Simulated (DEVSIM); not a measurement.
System: illuminated Si p-on-n cell, one wavelength, at 300 K.

| layer (left to right) | material | thickness (μm) | Nd (cm⁻³) | Na (cm⁻³) | τn (s) | τp (s) | absorption coefficient (cm⁻¹) |
|---|---|---|---|---|---|---|---|
| 1 | Si | 0.160 | - | 2.3e18 | 1.4e-5 | 0.00011 | 190 |
| 2 | Si | 100 | 2.9e16 | - | 0.00041 | 0.00041 | 190 |

Left contact: ohmic, minority electron recombination velocity 1e7 cm/s. Right contact: ohmic, minority hole recombination velocity 20000 cm/s. Voltage is applied to the left contact. Recombination: SRH at mid-gap, radiative, Auger. Light enters at the left, 6.5e17 photons cm⁻² s⁻¹, one pass, no reflection. Mobility is constant in doping.

This is a model device: material constants are rounded textbook-type values typed into the input, and sizes, dopings and lifetimes were drawn at random. Values at 300 K.

| parameter | Si |
|---|---|
| gap (eV) | 1.124 |
| affinity (eV) | 4.05 |
| permittivity | 11.7 |
| Nc (cm⁻³) | 2.86e19 |
| Nv (cm⁻³) | 3.1e19 |
| μn (cm²/Vs) | 1417 |
| μp (cm²/Vs) | 470 |
| B (cm³/s) | 4.7e-15 |
| Cn (cm⁶/s) | 2.8e-31 |
| Cp (cm⁶/s) | 9.9e-32 |

DEVSIM, 1D drift-diffusion, Boltzmann statistics, complete ionisation; no tunnelling, impact ionisation, image-force lowering or self-heating.

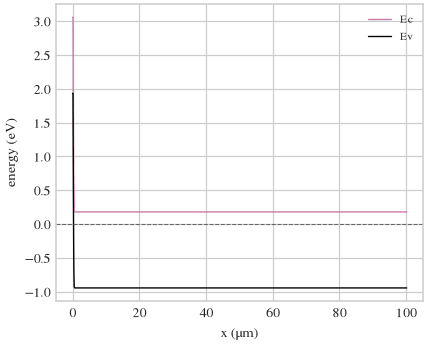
Figure. Band edges at -2.0 V on the left contact, in the dark

Energies count from the Fermi level of the right contact; mesh points crowd at the junctions.

| x (μm) | Ec (eV) | Ev (eV) | n (cm⁻³) | p (cm⁻³) | field (V/cm) |
|---|---|---|---|---|---|
| 0.000 | 3.057 | 1.933 | < 1e2 | 2.3e18 | ≈ 0 |
| 0.02650 | 3.057 | 1.933 | < 1e2 | 2.3e18 | ≈ 0 |
| 0.07313 | 3.057 | 1.933 | < 1e2 | 2.3e18 | ≈ 0 |
| 0.1238 | 3.057 | 1.933 | < 1e2 | 2.3e18 | ≈ 0 |
| 0.1610 | 2.978 | 1.854 | < 1e2 | 1.1e17 | -160000 |
| 0.1925 | 2.502 | 1.378 | < 1e2 | 1.1e9 | -140000 |
| 0.2639 | 1.592 | 0.468 | < 1e2 | < 1e2 | -110000 |
| 0.5209 | 0.189 | -0.935 | 1.9e16 | < 1e2 | -4500 |
| 1.006 | 0.178 | -0.946 | 2.9e16 | < 1e2 | ≈ 0 |
| 2.105 | 0.178 | -0.946 | 2.9e16 | < 1e2 | ≈ 0 |
| 4.588 | 0.178 | -0.946 | 2.9e16 | 160 | ≈ 0 |
| 13.53 | 0.178 | -0.946 | 2.9e16 | 500 | ≈ 0 |
| 30.44 | 0.178 | -0.946 | 2.9e16 | 1100 | ≈ 0 |
| 62.59 | 0.178 | -0.946 | 2.9e16 | 2400 | ≈ 0 |
| 87.69 | 0.178 | -0.946 | 2.9e16 | 3300 | ≈ 0 |
| 94.66 | 0.178 | -0.946 | 2.9e16 | 3600 | ≈ 0 |
| 97.74 | 0.178 | -0.946 | 2.9e16 | 3700 | ≈ 0 |
| 99.10 | 0.178 | -0.946 | 2.9e16 | 3700 | ≈ 0 |
| 99.83 | 0.178 | -0.946 | 2.9e16 | 3800 | ≈ 0 |
| 100.0 | 0.178 | -0.946 | 2.9e16 | 3800 | ≈ 0 |
| 100.1 | 0.178 | -0.946 | 2.9e16 | 3800 | ≈ 0 |
| 100.2 | 0.178 | -0.946 | 2.9e16 | 3800 | ≈ 0 |
